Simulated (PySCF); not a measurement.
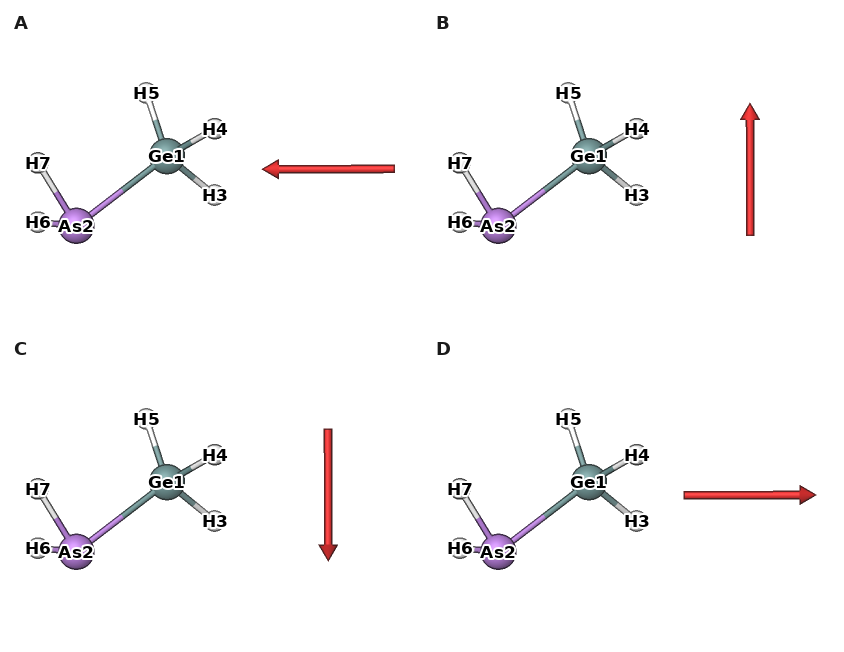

The same molecule four times, each with an arrow. Computed geometry: GFN2-xTB optimisation. No frequency run is at hand to confirm it as a minimum. Method: B3LYP/def2-SVPD, gas phase (PySCF 2.14.0).

Which arrow points along the dipole moment, from the negative to the positive end?

A. The dipole moment is 0.45 D; it points from the side of H3, H4 to the side of H6, H7 (the outermost atoms at the two ends).

The geometry is semi-empirical. Around As, Ge such bond lengths and angles can be off by a tenth of an ångström or more and by several degrees, and values that hang on the shape move with them.
